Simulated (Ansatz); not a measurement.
# WS2: stress in a strained cell

Aim: deform WS2 (equal xx and yy strain of +3 %) and compute stress, forces and field gradients with LAPW, PAW and all-electron datasets made for the crystal.

Program: Ansatz 0.2.0. Level of theory: DFT LDA, scalar-relativistic. These are calculated values, not measurements.

### 1 Starting point

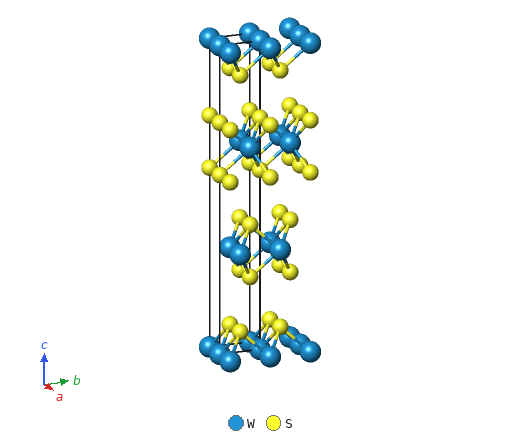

Start, viewed slightly off an axis; tungsten blue, sulfur yellow. 2×2×1 cells are drawn. Atoms on the faces are drawn again on the opposite ones. The cell drawn here is the conventional one.

As a file:

```
CELL_PARAMETERS angstrom
1.57900 0.91164 6.16333
-1.57900 0.91164 6.16333
0.00000 -1.82327 6.16333
ATOMIC_POSITIONS crystal
W 0.00000 0.00000 0.00000
S 0.75030 0.75030 0.75030
S 0.58100 0.58100 0.58100
```

Atoms are numbered in the order of the input: W1, S2, S3.

### 2 The deformed structure

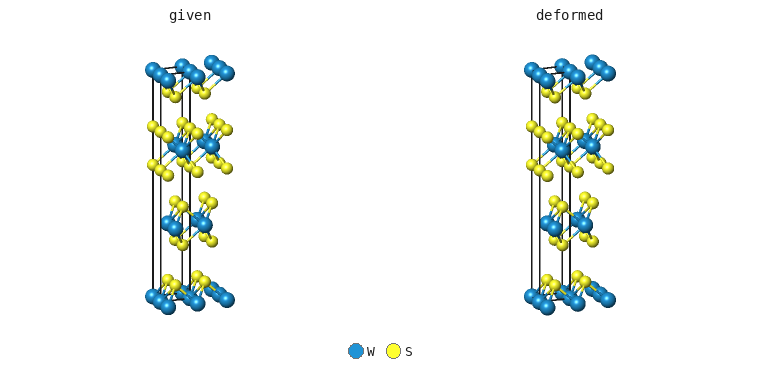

Given and deformed, at one scale.

Space group R3m before, R3m after.

### 3 Full-potential LAPW

input.yaml

```yaml
crystal:
  lattice:
    - [1.6263703958, 0.9389853858, 6.16333]
    - [-1.6263703958, 0.9389853858, 6.16333]
    - [0.0, -1.8779707716, 6.16333]
  atoms:
    - { symbol: W, position: [0.0, 0.0, 0.0] }
    - { symbol: S, position: [0.7503, 0.7503, 0.7503] }
    - { symbol: S, position: [0.581, 0.581, 0.581] }
kpoints:
  mp_grid: { grid: [13, 13, 13] }
  band_path:
    path:
      - [0.0, 0.0, 0.0]
      - [0.5, 0.5, 0.5]
      - [0.8178595838, 0.1821404162, 0.5]
      - [0.5, -0.1821404162, 0.1821404162]
      - [0.5, 0.0, 0.0]
      - [0.0, 0.0, 0.0]
      - [0.3410702081, -0.3410702081, 0.0]
      - [0.6589297919, 0.0, 0.3410702081]
      - [0.5, 0.0, 0.5]
    npoints: 5
scf:
  occupations: { method: fermi_dirac, width: 0.08 }
hamiltonian:
  xc: lda
  pseudopotentials: { kind: all_electron, lapw: { basis_error: 0.0005 } }
output:
  forces: true
  stress: true
  eigenvalues: true
```

Launch:

```console
$ ansatz run input.yaml --threads 1 --pin off --max-ram 6144MiB --backend cpu --events-out ev --progress --plain --runs-dir out
```

What it wrote, cut to the lines that bear on the results:

```text
LAPW: plane waves up to 8.894 Å⁻¹, error target 5.0e-4 eV per atom; small_component_spin mean_spin; S in spheres of 1.049 Å, 14 of its electrons in bands, Dirac shells []; W in spheres of 1.384 Å, 44 of its electrons in bands, Dirac shells []
[...]
Pseudopotentials: kind: all_electron
Pseudopotential: W, LAPW, valence charge 44, Koelling and Harmon's equation, gaussian nucleus
Pseudopotential: S, LAPW, valence charge 14, Koelling and Harmon's equation, gaussian nucleus
Functional definition: SPW92
[...]
Crystal: 3 atoms, lattice volume = 56.474 Å³
Basis set: ecut = 301.34835734187106 eV, 671 PW (Γ), FFT grids on a1−a3, a2−a3, a3, exchange–correlation at level 2
Bands: 44, of which v1, the nominal top of the filled ones, is band 36 counted from 1 (35 counted from 0)
Symmetry: 6 space group operations
Space group: R3m (ITA 160), of the structure as read, at distance tolerance 3.8e-5 Å
k-points: 231 of 2197 (time reversal used)
[...]
SCF iter   1: F=—  HF=-460610.871122 eV  |F-HF|=—  |Δ(HF+E_count)|=         —  Δρ=3.68e-2  dr2=8.11e-1  ethr=1.12e-3  ⟨swp⟩=2.0  Hψ=65091  notcnv=0
[...]
the basis was enlarged: its passes take 450.3 KiB over the memory plan, 1 of 1 planned eigensolver slots
[...]
SCF iter  10: F=-460610.451042 eV  HF=-460610.451042 eV  |F-HF|=4.13e-9  |Δ(HF+E_count)|=   1.01e-7  Δρ=4.07e-6  dr2=1.30e-8  ethr=1.31e-10  ⟨swp⟩=2.0  Hψ=28434  notcnv=0
[...]
NSCF: frozen V_eff on 41 k-points
SCF converged after 10 iterations
Free energy (F): -460610.451042 eV
[...]
E sigma→0 (E₀):  -460610.450996 eV
Entropy (-TS):   -0.000092 eV (-0.031 meV/atom)
Fermi energy:    13.411962 eV
[...]
--- Forces (eV/Å), atoms counted from 1 ---
  atom   1  W     -0.00000000    -0.00000000    -0.50682328
  atom   2  S     -0.00000000    -0.00000000    -0.60478474
  atom   3  S      0.00000000     0.00000000     1.11159072
[...]
--- Stress (GPa, compression-positive) ---
      -13.165053       0.000000      -0.000000
        0.000000     -13.165053       0.000000
       -0.000000       0.000000      -8.674300
  P = ⅓ Tr σ = -11.6681 GPa (-116.681 kbar)
--- Band table (eV; the first three rows and the last of 231) ---
[...]
```

Run time: 6 min. Hardware: 1 thread of Arm Neoverse V2, shared host; peak memory 1.1 GiB.

In short: pressure -11.67 GPa; gap 0.78 eV, indirect from T to S0–S2; largest force 1.112 eV/Å.

### 4 PAW with frozen cores

input.yaml

```yaml
crystal:
  lattice:
    - [1.6263703958, 0.9389853858, 6.16333]
    - [-1.6263703958, 0.9389853858, 6.16333]
    - [0.0, -1.8779707716, 6.16333]
  atoms:
    - { symbol: W, position: [0.0, 0.0, 0.0] }
    - { symbol: S, position: [0.7503, 0.7503, 0.7503] }
    - { symbol: S, position: [0.581, 0.581, 0.581] }
kpoints:
  mp_grid: { grid: [13, 13, 13] }
scf:
  occupations: { method: fermi_dirac, width: 0.08 }
hamiltonian:
  xc: lda
  pseudopotentials: { kind: paw }
output:
  forces: true
  stress: true
  eigenvalues: true
  efg: { contact_densities: true }
```

Launch:

```console
$ ansatz run input.yaml --threads 1 --pin off --max-ram 6144MiB --backend cpu --events-out ev --progress --plain --runs-dir out
```

What it wrote, cut to the lines that bear on the results:

```text
[...]
W: output.efg is read without spin–orbit coupling, which moves field gradients at and beside such atoms by some per cent and up to a factor of two; PAW files take it under magnetization.noncollinear and magnetization.spin_orbit
[...]
Pseudopotentials: kind: paw
Pseudopotential: W, paw, valence charge 14, recommended cutoff 420 eV (normal)
Pseudopotential: S, paw, valence charge 6, recommended cutoff 420 eV (normal)
[... 1 set-up line as earlier in the session ...]
[...]
Crystal: 3 atoms, lattice volume = 56.474 Å³
Basis set: ecut = 420 eV, 1113 PW (Γ), FFT grids on a1−a3, a2−a3, a3
Bands: 17, of which v1, the nominal top of the filled ones, is band 13 counted from 1 (12 counted from 0)
[... 2 set-up lines as earlier in the session ...]
k-points: 231 of 2197 (time reversal used)
[...]
      -13.225067       0.000000      -0.000000
        0.000000     -13.225067       0.000000
       -0.000000       0.000000      -8.711745
  P = ⅓ Tr σ = -11.7206 GPa (-117.206 kbar)
--- PAW observables at the nuclei: V_zz in 10²¹ V/m², potentials from the cell's mean, atoms counted from 1 ---
  atom   1  W  V_zz =   -18.116026   η = 0.0000   by run symmetry: allowed
            electrostatic potential = -14804.920048 V   contact ρ = 8788634.628227 e/Å³
  atom   2  S  V_zz =    -5.172311   η = 0.0000   by run symmetry: allowed
            electrostatic potential = -1637.648213 V   contact ρ = 19607.288913 e/Å³
  atom   3  S  V_zz =    -4.442966   η = 0.0000   by run symmetry: allowed
            electrostatic potential = -1637.621771 V   contact ρ = 19607.834067 e/Å³
--- Band table (eV; the first three rows and the last of 231) ---
  k-point 0: bands = ["-64.1390", "-28.3548", "-28.2554", "-28.2554", "-4.6673", "-2.7555", "3.2695", "7.0187", "7.0187", "8.1735", "8.1735", "9.2499", "9.6068", "12.4900", "12.4900", "12.8618", "12.8618"]
[...]
```

Run time: 24 s. Hardware: 1 thread of Arm Neoverse V2, shared host; peak memory 0.53 GiB.

Read from it: pressure -11.72 GPa; gap on the k mesh 0.90 eV (an odd mesh misses the zone boundary); largest force 1.115 eV/Å; Vzz W1 -18.12 (η = 0.00), S2 -5.17 (η = 0.00), S3 -4.44 (η = 0.00) (10²¹ V/m²).

### 5 All-electron PAW on datasets made for the crystal

Edit input.yaml of step 4 so:

```diff
@@ -15,3 +15,3 @@
   xc: lda
-  pseudopotentials: { kind: paw }
+  pseudopotentials: { kind: all_electron, datasets: crystal }
 output:
```

Launch:

```console
$ ansatz run input.yaml --threads 1 --pin off --max-ram 6144MiB --backend cpu --events-out ev --progress --plain --runs-dir out
```

What it wrote, cut to the lines that bear on the results:

```text
[...]
band count auto-derived: 15 (N_el = 18.0; filled up to band 9; 13 by the electrons, moments and atoms)
W: output.efg is read without spin–orbit coupling, which moves field gradients at and beside such atoms by some per cent and up to a factor of two; PAW files take it under magnetization.noncollinear and magnetization.spin_orbit
[...]
[... 1 set-up line as earlier in the session ...]
Pseudopotential: W, paw, valence charge 28, recommended cutoff 340 eV (normal), Koelling and Harmon's equation, gaussian nucleus
Pseudopotential: S, paw, valence charge 6, recommended cutoff 340 eV (normal), Koelling and Harmon's equation, gaussian nucleus
[... 1 set-up line as earlier in the session ...]
[...]
Crystal: 3 atoms, lattice volume = 56.474 Å³
Basis set: ecut = 340 eV, 793 PW (Γ), FFT grids on a1−a3, a2−a3, a3
Bands: 15, of which v1, the nominal top of the filled ones, is band 9 counted from 1 (8 counted from 0)
[...]
      -13.167464       0.000000      -0.000000
        0.000000     -13.167464       0.000000
       -0.000000       0.000000      -8.676053
  P = ⅓ Tr σ = -11.6703 GPa (-116.703 kbar)
  It holds what live shells' own plane waves past their cutoff add
--- PAW observables at the nuclei: V_zz in 10²¹ V/m², potentials from the cell's mean, atoms counted from 1 ---
  atom   1  W  V_zz =   -17.908929   η = 0.0000   by run symmetry: allowed
            electrostatic potential = -14798.950007 V   contact ρ = 8783998.664600 e/Å³
  atom   2  S  V_zz =    -5.179511   η = 0.0000   by run symmetry: allowed
            electrostatic potential = -1634.416316 V   contact ρ = 19625.042576 e/Å³
  atom   3  S  V_zz =    -4.449403   η = 0.0000   by run symmetry: allowed
            electrostatic potential = -1634.403036 V   contact ρ = 19625.588559 e/Å³
--- Band table (eV; the first three rows and the last of 231) ---
  k-point 0: bands = ["-2.2218", "-0.3099", "5.7093", "9.4631", "9.4631", "10.6180", "10.6180", "11.6905", "12.0481", "14.9330", "14.9330", "15.3044", "15.3044"]
[...]
```

Run time: 1.7 min. Hardware: 1 thread of Arm Neoverse V2, shared host; peak memory 1.4 GiB.

This run gives: pressure -11.67 GPa; gap on the k mesh 0.91 eV (an odd mesh misses the zone boundary); largest force 1.111 eV/Å; Vzz W1 -17.91 (η = 0.00), S2 -5.18 (η = 0.00), S3 -4.45 (η = 0.00) (10²¹ V/m²).

### 6 Side by side

Stress (GPa, compression positive):

| method | xx | yy | zz | yz | xz | xy |
| --- | --- | --- | --- | --- | --- | --- |
| LAPW | -13.17 | -13.17 | -8.67 | 0.00 | 0.00 | 0.00 |
| PAW | -13.23 | -13.23 | -8.71 | 0.00 | 0.00 | 0.00 |
| crystal datasets | -13.17 | -13.17 | -8.68 | 0.00 | 0.00 | 0.00 |

Forces (eV/Å):

| atom | LAPW x | LAPW y | LAPW z | PAW x | PAW y | PAW z | crystal datasets x | crystal datasets y | crystal datasets z |
| --- | --- | --- | --- | --- | --- | --- | --- | --- | --- |
| W1 | 0.000 | 0.000 | -0.507 | 0.000 | 0.000 | -0.507 | 0.000 | 0.000 | -0.507 |
| S2 | 0.000 | 0.000 | -0.605 | 0.000 | 0.000 | -0.608 | 0.000 | 0.000 | -0.605 |
| S3 | 0.000 | 0.000 | 1.112 | 0.000 | 0.000 | 1.115 | 0.000 | 0.000 | 1.111 |

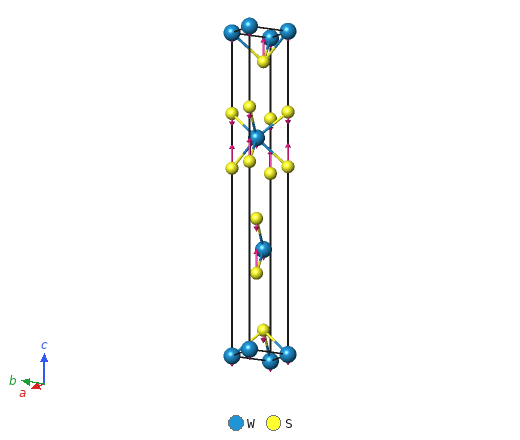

Forces of the LAPW run as arrows; the longest is 1.112 eV/Å.

```
          method  pressure (GPa)  gap on the k mesh (eV)  largest force (eV/Å)  Vzz W1 (10²¹ V/m²)  Vzz S2 (10²¹ V/m²)  Vzz S3 (10²¹ V/m²)  SCF cycles, all passes
            LAPW          -11.67                    0.91                 1.112                   –                   –                   –                      10
             PAW          -11.72                    0.90                 1.115              -18.12               -5.17               -4.44                       8
crystal datasets          -11.67                    0.91                 1.111              -17.91               -5.18               -4.45                      11
```

### 7 Results

| quantity | value |
| --- | --- |
| pressure | LAPW -11.67, PAW -11.72, crystal datasets -11.67 GPa |
| largest shear or deviatoric stress (LAPW) | 2.99 GPa |

In words: The largest part of the stress beyond the pressure is 2.99 GPa in size, in the zz component; the atoms are carried along and not relaxed. No run of the undeformed cell stands beside it, so the pressure holds what the given cell had before the change. PAW: stress within 0.06 GPa of LAPW, forces within 3 meV/Å. Crystal datasets: stress within 0.01 GPa of LAPW, forces within 1 meV/Å. Spin-orbit coupling is left out, though the cell holds W; in elements this heavy it can shift bands and gaps by tenths of an eV.
